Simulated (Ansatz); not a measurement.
CH₇GaN₂ (SMILES [CH3][Ga]([NH2])[NH2])

Input

```
crystal:
  periodic: [false, false, false]
  atoms:
    - {symbol: C, position_ang: [-0.606354, 1.659142, 0.052941]}
    - {symbol: Ga, position_ang: [0.065325, -0.178067, -0.007436]}
    - {symbol: N, position_ang: [0.086438, -1.247696, 1.468898]}
    - {symbol: N, position_ang: [0.708390, -0.928239, -1.538469]}
    - {symbol: H, position_ang: [-0.742607, 2.064795, -0.950498]}
    - {symbol: H, position_ang: [0.093961, 2.304243, 0.588201]}
    - {symbol: H, position_ang: [-1.563569, 1.702138, 0.576164]}
    - {symbol: H, position_ang: [0.531920, -2.148513, 1.500137]}
    - {symbol: H, position_ang: [-0.110154, -0.903570, 2.392593]}
    - {symbol: H, position_ang: [0.628034, -0.487200, -2.437951]}
    - {symbol: H, position_ang: [0.974115, -1.894032, -1.623879]}
basis:
  gaussian: {orbitals: def2-TZVPP}
hamiltonian: {xc: pbe0, dispersion: d4}
output: {orbitals: {seedname: orbitals}}
```

Command:

```sh
ansatz run in.yaml --threads 2 --pin off --events-out ev --progress --plain --max-ram 32768MiB --backend cpu
```

Geometry: PBE0-D4/def2-TZVP.

These are results of RKS PBE0-D4/def2-TZVPP (Ansatz), not measurements.

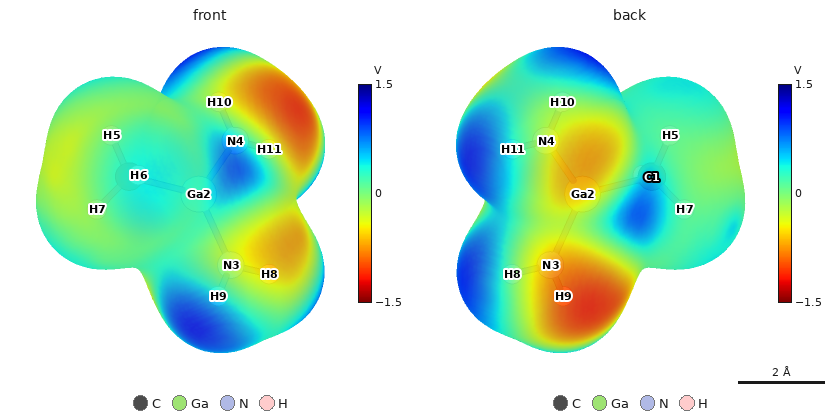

Figure 1. The electrostatic potential painted on the density surface at 0.001 e/bohr³, seen from the front and from behind; red is negative and blue positive.

Describe the electrostatic potential map.

Answer. The most negative region (about −1.1 V, or −25 kcal/mol for a unit charge) lies over N3 and N4, the most positive (about +1.0 V, or +23 kcal/mol for a unit charge) over H8, H9, H10 and H11.

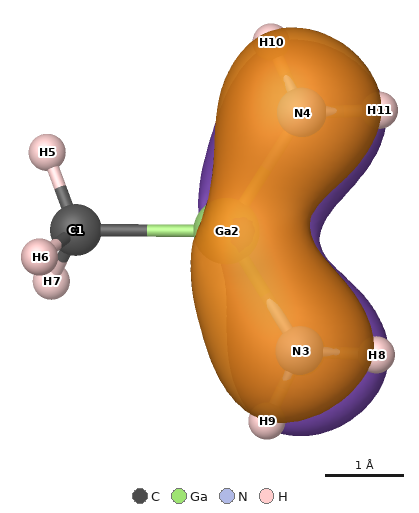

Figure 2. The HOMO−1 at ±0.1 Å⁻³ᐟ² (orange and purple are the two phases), seen across its widest extent.

Where does this orbital lie, and at what energy?

Answer. It lies mainly on N4 (about 35 %), N3 (about 35 %) and Ga2 (about 20 %). Its energy is −7.34 eV.

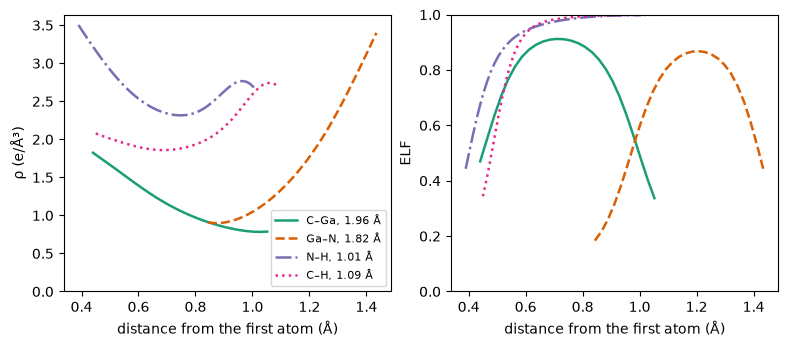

Figure 3. Total electron density and electron localisation function along straight lines between neighbouring atoms. The curves leave out the atomic cores.

What can be read from the curves?

Answer. C–Ga (1.96 Å): ρ at the midpoint is about 0.79 e/Å³; the ELF peaks at about 0.90 in the valence shell of C, 0.7 Å from its nucleus, and is about 0.55 at the midpoint.
Ga–N (1.82 Å): ρ at the midpoint is about 0.91 e/Å³; the ELF peaks at about 0.85 in the valence shell of N, 0.6 Å from its nucleus, and is about 0.30 at the midpoint.
N–H (1.01 Å): the density is about 2.9 e/Å³ at the midpoint; the ELF climbs to about 1 towards the hydrogen, as it does in any bond to H; an ordinary covalent bond to hydrogen.
C–H (1.09 Å): ρ is about 2 e/Å³ halfway; the ELF climbs to about 1 towards the hydrogen: an ordinary covalent bond to hydrogen.
